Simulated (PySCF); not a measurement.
```
atom    x (Å)    y (Å)    z (Å)
  Si  -0.1970   0.4163   0.2653
   S   0.3807   1.8085   1.7667
  Si  -1.5998   2.5331   2.2296
   P  -1.1617   1.3014  -1.5323
  Si  -1.0203  -0.4628  -2.9038
   O   1.2341  -0.2532  -0.2411
   P   1.6962  -1.5891   0.4471
   O   0.6587  -2.6208   0.5104
   O   2.2535  -1.1688   1.8571
   O   2.9796  -1.9915  -0.3937
   O  -1.1586  -0.7224   0.8733
   H  -1.2962   3.6645   3.0924
   H  -2.3305   1.4779   2.9152
   H  -2.2112   2.8977   0.9599
   H  -0.0177   1.9278  -1.9868
   H   0.1862  -1.2829  -2.7450
   H  -2.2114  -1.2743  -2.6518
   H  -1.0388   0.0971  -4.2576
   H   2.8103  -0.3893   1.8435
   H   2.7982  -2.7559  -0.9364
   H  -0.7544  -1.6131   0.8881
```

Geometry: GFN2-xTB.

All numbers below come from PBE0/pcSseg-1, SCF density, gas phase, non-relativistic in PySCF.

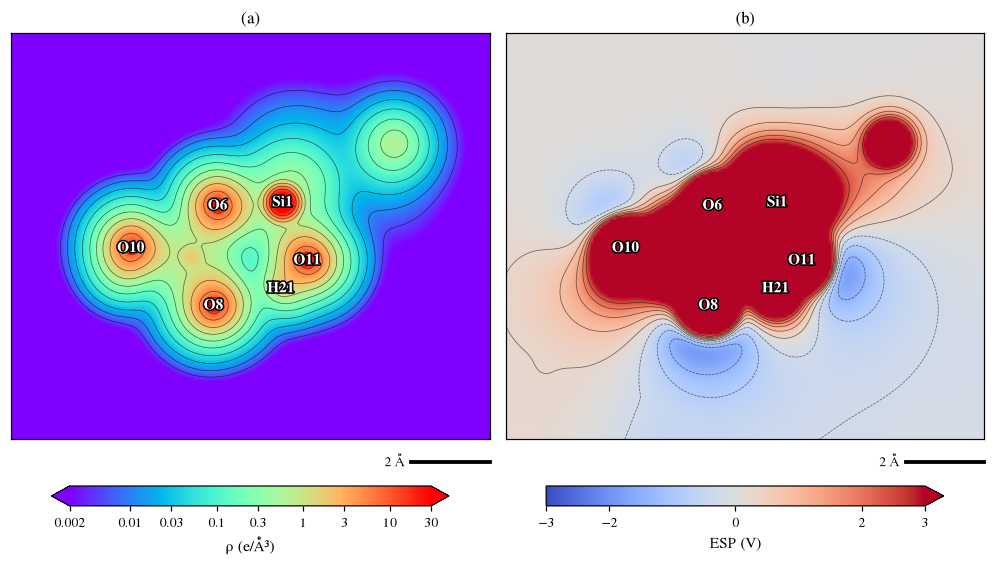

H$_{10}$O$_{5}$P$_{2}$SSi$_{3}$. (a) electron density; (b) molecular electrostatic potential on the plane of atoms Si1, O11 and H21.

What does the map show?

Atoms in the plane: Si, O and H. Si–O (1.61 Å): the density is about 1.3 e/Å³ at the midpoint. O–H (0.98 Å): ρ at the midpoint is about 3.6 e/Å³. Si–O (1.66 Å): ρ is about 1.1 e/Å³ halfway. Outside the dense part of the molecule the potential is most negative (−1.9 V) near O8.
